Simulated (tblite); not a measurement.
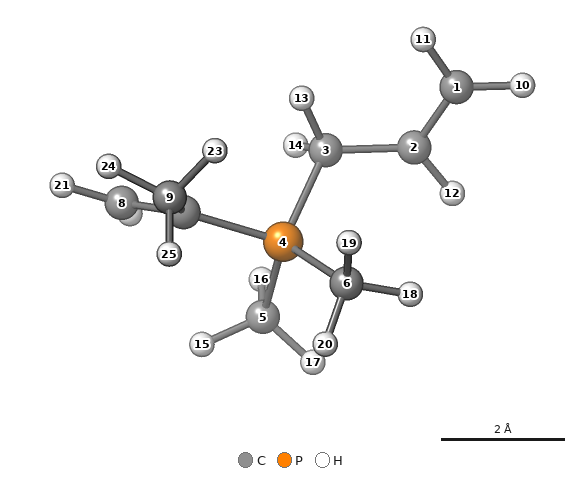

Starting structure of C₈H₁₆P (charge +1). The picture is a ball-and-stick view, seen from a free direction.

The calculation used tblite 0.8.0, GFN2-xTB geometry optimisation, gas phase.

```xyz
25

C     3.4349    0.2413    0.5210
C     2.4904   -0.2366   -0.3235
C     1.2511    0.4806   -0.5532
P    -0.2496   -0.4391   -0.1152
C    -0.8702   -1.3044   -1.5937
C    -0.0129   -1.5672    1.2648
C    -1.4913    0.8190    0.2309
C    -2.0726    1.4812   -0.7706
C    -1.8741    1.1330    1.6588
H     4.3516   -0.2962    0.7055
H     3.2613    1.1860    1.0326
H     2.7354   -1.1992   -0.7856
H     1.2195    1.4050    0.0981
H     1.0979    0.8118   -1.6038
H    -1.9649   -1.1718   -1.6673
H    -0.3779   -0.7653   -2.4456
H    -0.5454   -2.3645   -1.6283
H     0.8506   -2.2596    1.0476
H     0.1675   -1.0255    2.2230
H    -0.8798   -2.2343    1.4127
H    -2.8201    2.2309   -0.5415
H    -1.8184    1.2673   -1.8165
H    -0.9516    1.3991    2.2522
H    -2.4686    2.0864    1.6330
H    -2.4737    0.3462    2.1098
```

What does the optimiser find from here?

Answer. The largest move after the best rigid fit is that of H11, 1.45 Å. Largest moves by element: H 1.45 Å, C 0.76 Å, P 0.21 Å. Among the contacts that change: C2–C3 1.450 → 1.501 Å, C3–H13 1.131 → 1.093 Å, C1–C2 1.354 → 1.321 Å, C5–H16 1.122 → 1.089 Å. Among the angles between lasting bonds that change: C3–C2–H12 124.0° → 115.9°, C5–P4–C7 104.6° → 111.7°, P4–C5–H16 103.8° → 110.4°. Groups turn about C3–P4 by about 30°, P4–C5 by about 30°, P4–C7 by about 25°. The energy falls by 54.6 kJ/mol in 156 geometry steps.

Final geometry:

```xyz
25

C     3.3032   -0.4984    0.4170
C     2.4436   -0.1041   -0.5046
C     1.2679    0.7836   -0.2174
P    -0.2531   -0.2274   -0.0857
C    -0.4254   -1.2298   -1.5810
C    -0.0642   -1.3435    1.3255
C    -1.6869    0.8547    0.1636
C    -2.5352    1.0819   -0.8310
C    -1.7930    1.4508    1.5311
H     4.1447   -1.1210    0.1706
H     3.2188   -0.1973    1.4485
H     2.5689   -0.4016   -1.5360
H     1.4019    1.3161    0.7278
H     1.1174    1.5140   -1.0173
H    -1.3699   -1.7722   -1.5519
H    -0.3931   -0.5982   -2.4679
H     0.3980   -1.9429   -1.6183
H     0.8270   -1.9531    1.1748
H     0.0465   -0.7702    2.2448
H    -0.9378   -1.9893    1.4041
H    -3.3791    1.7383   -0.6978
H    -2.4371    0.6289   -1.8028
H    -0.8329    1.8428    1.8656
H    -2.5171    2.2611    1.5340
H    -2.1240    0.7009    2.2498
```

The end point in the same view:

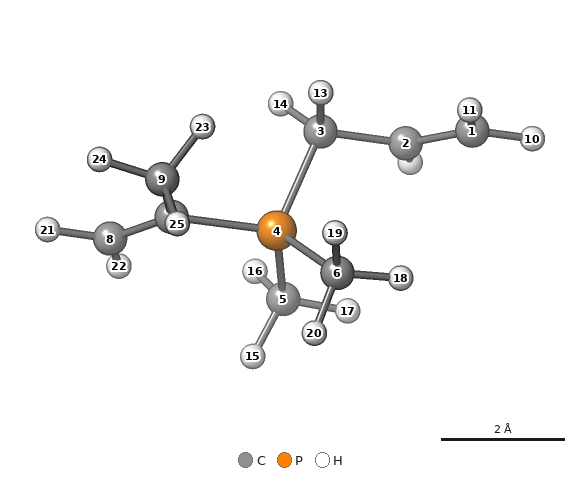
